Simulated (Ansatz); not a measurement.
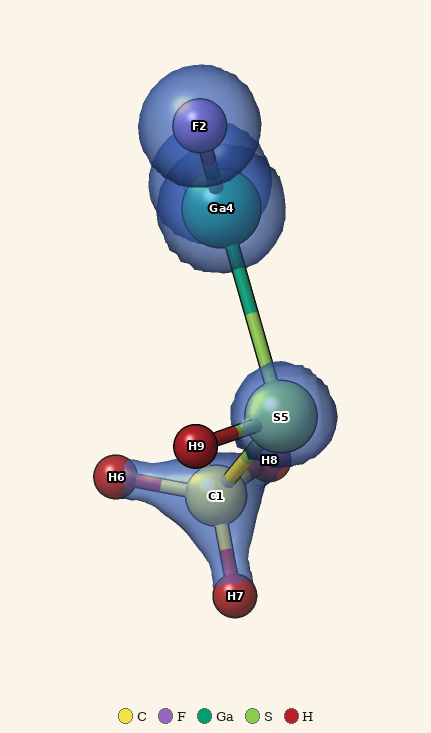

Figure 1: CH₄F₂GaS (charge +1). Isosurface of the electron density at 1.5 e/Å³ (blue), seen at an oblique angle.

Geometry: PBE0-D3(BJ)/def2-SVP.

Computed with isolated molecule in a Gaussian basis; Kohn-Sham density functional theory, functional PBE0 in Ansatz.

Input file:

```
crystal:
  periodic: [false, false, false]
  atoms:
    - {symbol: C, position_ang: [-0.085795, -1.170971, -0.307277]}
    - {symbol: F, position_ang: [-3.889980, -1.356234, -3.108996]}
    - {symbol: F, position_ang: [-3.440395, -1.489329, 0.047385]}
    - {symbol: Ga, position_ang: [-3.062480, -1.530836, -1.623835]}
    - {symbol: S, position_ang: [-0.771104, -1.909432, -1.829055]}
    - {symbol: H, position_ang: [-0.407436, -0.131159, -0.178327]}
    - {symbol: H, position_ang: [1.006137, -1.248757, -0.392790]}
    - {symbol: H, position_ang: [-0.444941, -1.798573, 0.519400]}
    - {symbol: H, position_ang: [-0.507539, -0.942774, -2.748165]}
basis:
  gaussian:
    orbitals: def2-TZVPD
total_charge: 1
hamiltonian:
  xc: pbe0
output: {forces: true, orbitals: {seedname: orbitals}}
```

Launched as:

```sh
ansatz run input.yaml --threads 2 --pin off --max-ram 4350MiB --events-out events.jsonl --progress --plain --runs-dir runs
```

### What does this surface tell about the bonding?

At this value the surface falls into six separate pieces. It bridges the sampled C–H (1.10 Å) contacts, where the density stays above the isovalue. It is pinched off along the sampled Ga–F (1.71 Å), C–S (1.83 Å) and Ga–S (2.33 Å) contacts. On the grid the lowest density along these lines, outside the cores, is 1 e/Å³ (Ga–F, 1.71 Å), 1.2 e/Å³ (C–S, 1.83 Å), 0.54 e/Å³ (Ga–S, 2.33 Å) and 1.9 e/Å³ (C–H, 1.10 Å).
